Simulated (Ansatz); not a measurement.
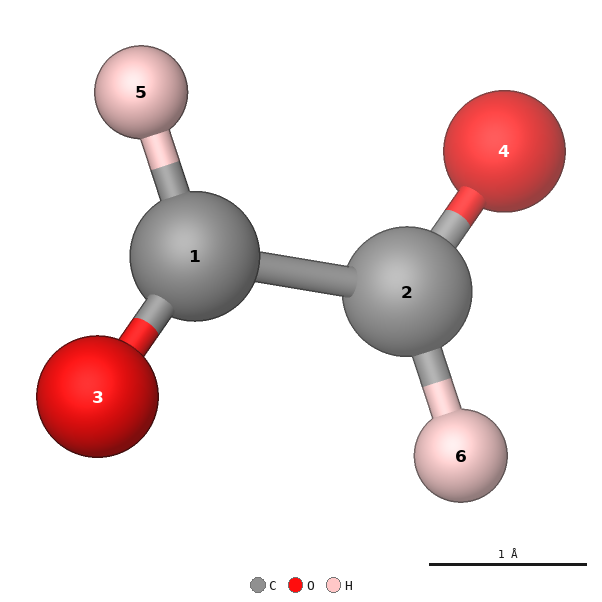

Source: calculation with Ansatz.

Orthographic view. Depth is shown by fading: the farther an atom, the more it takes the colour of the background. The species is neutral and a spin triplet. Geometry: a fixed input geometry, not necessarily a minimum.

Give the distance matrix in Å.

| atom | C1 | C2 | O3 | O4 | H5 | H6 |
| --- | --- | --- | --- | --- | --- | --- |
| C1 | 0.00 |  |  |  |  |  |
| C2 | 1.52 | 0.00 |  |  |  |  |
| O3 | 1.18 | 2.36 | 0.00 |  |  |  |
| O4 | 2.36 | 1.18 | 3.40 | 0.00 |  |  |
| H5 | 1.10 | 2.22 | 2.01 | 2.60 | 0.00 |  |
| H6 | 2.22 | 1.10 | 2.60 | 2.01 | 3.16 | 0.00 |

The spin state was imposed, and no run here compares it with a lower spin, which may lie lower.
